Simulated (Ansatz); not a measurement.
In doubt: one-shot GW on d or f shells is unsure, so the values of those runs are not to be relied on; masses and optical values from hybrid runs of this build are listed as unsure (in some of the runs), which bears on the screening that GW takes from such a start.

CsCu2I3 (Cmcm), computed twice by G0W0.

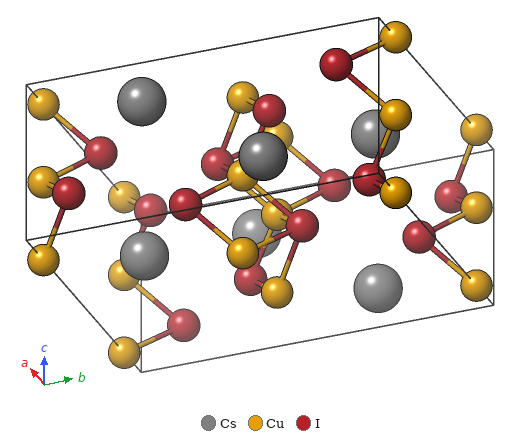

The structure (caesium grey, copper orange, iodine red). Some periodic images of atoms are drawn too.

```xyz
12
Lattice="5.2740 -6.5862 0.0000 5.2740 6.5862 0.0000 0.0000 0.0000 6.0972" Properties=species:S:1:pos:R:3 pbc="T T T"
Cs    5.2740    2.2683    1.5243
Cs    5.2740   -2.2683    4.5729
Cu    8.9763    0.0000    0.0000
Cu    1.5716    0.0000    3.0486
Cu    1.5716    0.0000    0.0000
Cu    8.9763    0.0000    3.0486
I     5.2740   -5.0003    1.5243
I     5.2740    5.0003    4.5729
I     7.5628   -1.5675    1.5243
I     2.9851    1.5675    4.5729
I     7.5628    1.5675    4.5729
I     2.9851   -1.5675    1.5243
```

The cell and positions come from the Crystallography Open Database and are kept as given unless a step says otherwise. Spin-orbit coupling is left out unless a run names it. PAW set soft_2, made with PBE.

The first (Ansatz 0.2.0; start r2SCAN, 2×2×2 mesh, 961 empty bands, screening to 100 eV; 1 × NVIDIA H100 80GB HBM3 (shared by 6 runs) with 2 threads of AMD EPYC 7R13 (Zen 3), shared host) gave, on its mesh: starting gap 2.50 eV, G0W0 gap 3.35 eV, RPA ε∞ (mean) 3.88, 65 s.

**Question.** The second changes start from r2SCAN to HSE06. What does it give?

It gave: starting gap 3.36 eV, G0W0 gap 3.78 eV, RPA ε∞ (mean) 3.47, 3 min. The G0W0 gap moves by +0.43 eV, +0.87 eV from the start and −0.44 eV from the correction. Σc changes by −1.49 eV at the valence top and +0.11 eV at the conduction bottom, and Σx − Vxc between them by −2.04 eV.

Limits: not at the basis limit; d shell near the gap, gap tends to lie low; no spin-orbit coupling; coarse k mesh.

[Paths, hosts, dates, memory and timing lines, banners, echoed tables and standing remarks are left out of the program output.]

[Logs are printed without paths, hosts, clocks, repeated set-up lines and the standing remarks that a program may print on its own settings, such as how far it seeks lower states.]

[Runs of the session that timed out or met a known fault of the program may be left out.]

[Cells called generated may have been cut or substituted from an entry of the Crystallography Open Database or the Materials Project.]

[Hosts, paths, dates, database ids (printed as entryN), source tags and the programs' standing remarks are cut or masked in the printed files.]
